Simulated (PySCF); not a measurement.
C2HClN2S, SMILES `Clc1cnns1`.

Method: def2-SVP basis; geometry: GFN2-xTB; program: PySCF. No frequency check shows the geometry to be a minimum. GFN2-xTB bond lengths at metals and heavier atoms can be off by up to 0.1 Å and shapes distorted, which carries into these values.

The calculation's input:

```python
import numpy as np
from pyscf import gto, scf, dft, mcscf, mrpt
from pyscf.mcscf import avas

def solve(mol, dm0=None, hcore=None):
    mf = scf.ROHF(mol) if mol.spin else scf.RHF(mol)
    mf = mf.density_fit(auxbasis='def2-universal-jkfit')
    mf.conv_tol, mf.max_cycle = 1e-8, 80
    if hcore is not None:
        mf.get_hcore = lambda *args: hcore
    mf.kernel(dm0)
    if not mf.converged:
        mf = mf.newton().run(mf.mo_coeff, mf.mo_occ, max_cycle=30)
    assert mf.converged, 'SCF not converged'
    return mf

mol = gto.M(atom='''
Cl    -2.10388     0.01305     0.00000
C     -0.41438     0.17354     0.00000
C      0.33035     1.33393     0.00000
N      1.64456     1.09687     0.00000
N      1.97374    -0.11384     0.00000
S      0.68670    -1.15539     0.00000
H     -0.04517     2.33848     0.00000
''', basis='def2-svp', charge=0, spin=0, verbose=4)
mf = solve(mol)
ncas, nel, orbs = avas.avas(mf, ['C 2pz', 'N 2pz', 'S 3pz'], threshold=0.5, openshell_option=3)
print('active space', nel, ncas)
assert 2 <= ncas <= 10, 'active space too large or empty'
mc = mcscf.CASSCF(mf, ncas, nel)
mc.natorb, mc.max_cycle_macro = True, 60
mc.fix_spin_(ss=mol.spin / 2 * (mol.spin / 2 + 1))
mc.kernel(orbs)
occ = mc.mo_occ[mc.ncore:mc.ncore + ncas]
print('natural occupations', occ.round(4))
e2 = mrpt.NEVPT(mc).kernel()
out = dict(c=mc.mo_coeff[:, mc.ncore:mc.ncore + ncas], occ=occ, e=mc.e_tot, e2=e2, ehf=mf.e_tot, ok=mc.converged, nel=nel, w0=abs(mc.ci).max() ** 2, dm=mc.make_rdm1())
# the other spin state at the same geometry
other = mol.copy().set(spin=2).build()
mo = scf.ROHF(other).density_fit(auxbasis='def2-universal-jkfit').run()
na = (nel + other.spin) // 2
m2 = mcscf.CASSCF(mo, ncas, (na, nel - na))
m2.natorb = True
m2.fix_spin_(ss=other.spin / 2 * (other.spin / 2 + 1))
m2.kernel(mc.mo_coeff)
e2o = mrpt.NEVPT(m2).kernel()
print('other state above this one / eV: CASSCF', (m2.e_tot - mc.e_tot) * 27.211386, 'NEVPT2', (m2.e_tot + e2o - mc.e_tot - e2) * 27.211386)
np.savez('result.npz', eo=m2.e_tot, e2o=e2o, oko=m2.converged, occo=m2.mo_occ[mc.ncore:mc.ncore + ncas], co=m2.mo_coeff[:, mc.ncore:mc.ncore + ncas], **out)
```

Launched as:

```sh
OMP_NUM_THREADS=1 python input.py
```

The run took 2.3 min on 1 thread of Arm Neoverse N1, on a shared host, peak memory 0.25 GiB.

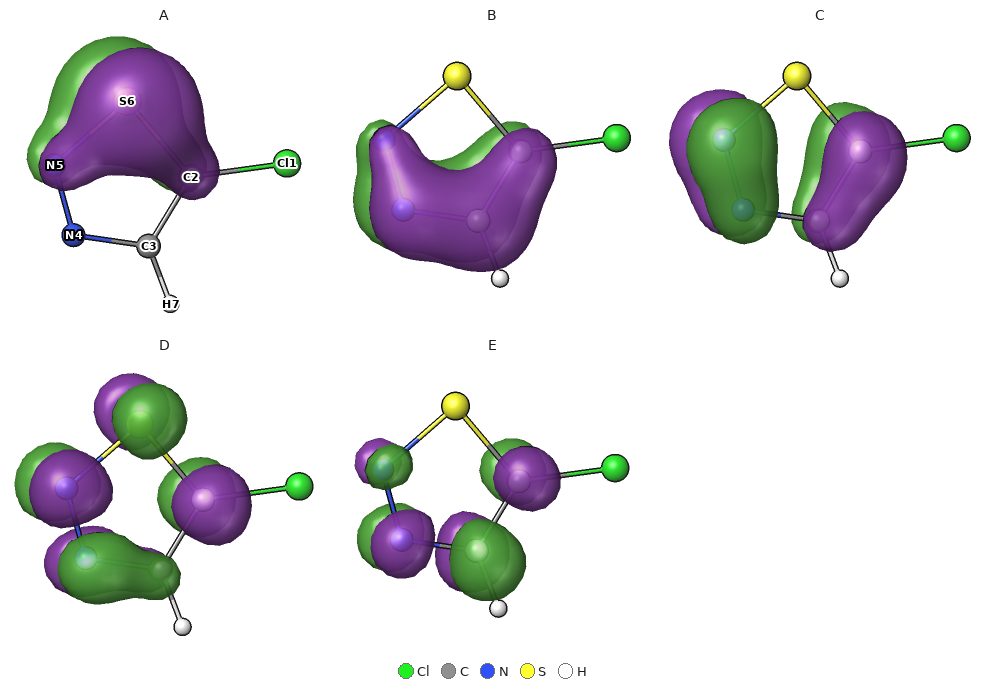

Natural orbitals of the π active space, CASSCF(6,5), singlet state, in order of falling occupation.

Question: What are the natural occupation numbers?

Answer: A 1.99, B 1.94, C 1.89, D 0.11, E 0.06.

Question: How multiconfigurational is the state?

Answer: The leading determinant weighs 0.92; the effective number of unpaired electrons, Σ n²(2−n)², is 0.11; the most occupied of the weakly occupied orbitals holds 0.11 e, as in an ordinary closed-shell π system. The active space lowers the energy by 1.64 eV against Hartree–Fock.

Question: Where does the lowest triplet lie relative to the singlet, at this geometry and within this active space?

Answer: 4.29 eV above it by strongly contracted NEVPT2 (+3.75 eV by CASSCF); a small basis tends to put such gaps a few tenths of an eV too high. This is a vertical energy for π states alone; a state that uses lone pairs or σ orbitals may lie lower.
